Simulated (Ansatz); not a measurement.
# CH2Al (quartet): the correlation ladder, cc-pVTZ

How much of the correlation energy of CH2Al (quartet) does each wave-function method recover here?

Computed with Ansatz 0.2.0, Gaussian basis. Level: cc-pVTZ, core rule «outside noble gas», up to 6 orbitals frozen.

To be run: UHF; CCSD(T) on ROHF; CCSD(T) on UHF; BCCD(T) on ROHF; CCSDT(Q) on ROHF; CCSDT(Q) on UHF; CASSCF and MRCISD+Q, 9 electrons in 10 orbitals; CASSCF and NEVPT2, 9 electrons in 10 orbitals.

10 further runs of the same task are left out: 5 for a known fault of the program, 5 set aside as unsound or not needed.

## (1) The system

The geometry is a PBE0/def2-TZVP stationary point (not a proven minimum) of the parent state, kept for this charge and spin.

4 atoms, charge 0, spin multiplicity 4.

Atoms are counted from 1 here; the program's logs count them from 0.

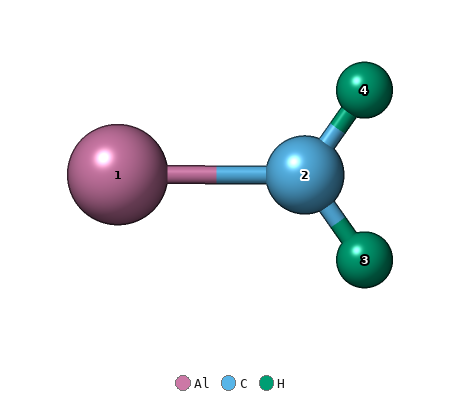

The structure; aluminium pink, carbon blue, hydrogen teal; atoms are numbered from 1 in the order of the file.

## (2) UHF

in.yaml reads:

```yaml
crystal:
  periodic: [false, false, false]
  atoms:
    - {symbol: Al, position_ang: [0.000000, 0.000000, 0.704959]}
    - {symbol: C, position_ang: [0.000000, 0.000000, -1.265754]}
    - {symbol: H, position_ang: [0.000000, -0.896128, -1.894102]}
    - {symbol: H, position_ang: [0.000000, 0.896128, -1.894102]}
basis:
  gaussian: {orbitals: cc-pVTZ}
magnetization: {spin_polarized: true, initial_magnetization: 3}
hamiltonian: {xc: hf}
output: {orbitals: {seedname: orbitals}}
```

Run with:

```bash
$ ansatz run in.yaml --threads 1 --pin off --events-out ev --progress --plain --max-ram 2816MiB --backend cpu
```

The runs that follow: CCSD(T) on ROHF; CCSD(T) on UHF; BCCD(T) on ROHF; CCSDT(Q) on ROHF; CCSDT(Q) on UHF; CASSCF and MRCISD+Q, 9 electrons in 10 orbitals; CASSCF and NEVPT2, 9 electrons in 10 orbitals.

**Question.** What will the summary of the whole plan be? Wanted: UCCSDT(Q) below the RHF energy; RMP2 from UCCSDT(Q); UMP2 from UCCSDT(Q); RCCSD from UCCSDT(Q); RCCSD(T) from UCCSDT(Q); UCCSD(T) from UCCSDT(Q); RCCSDT(Q) from UCCSDT(Q); NEVPT2 valence from UCCSDT(Q); MRCISD+Q valence from UCCSDT(Q).

As calculated:

```
                         quantity                                                   value
   UCCSDT(Q) below the RHF energy                                              -5.8545 eV
              RMP2 from UCCSDT(Q)                                            +85.8 kJ/mol
              UMP2 from UCCSDT(Q)                                            +87.4 kJ/mol
             RCCSD from UCCSDT(Q)                                            +24.5 kJ/mol
          RCCSD(T) from UCCSDT(Q)                                             +3.7 kJ/mol
          UCCSD(T) from UCCSDT(Q)                                             +3.5 kJ/mol
         RCCSDT(Q) from UCCSDT(Q)                                             +0.3 kJ/mol
    NEVPT2 valence from UCCSDT(Q)                                            +90.9 kJ/mol
  MRCISD+Q valence from UCCSDT(Q)                                             +5.3 kJ/mol
levels within 1 kcal/mol (43 meV)  RCCSD(T), UCCSD(T), BCCD(T), RCCSDT, UCCSDT, RCCSDT(Q)
                    T1 diagnostic                                                   0.025
   effectively unpaired electrons                                                    3.01
```

RCCSD(T) misses by +3.7 kJ/mol, 0.6 % of the correlation energy. One determinant dominates. Of the multireference levels listed MRCISD+Q valence comes nearest in total energy (+5.3 kJ/mol), which doesn't show that its space is the better one. These misses are within one basis, not against nature; the frozen cores of restricted and unrestricted runs differ, which can shift their rows.
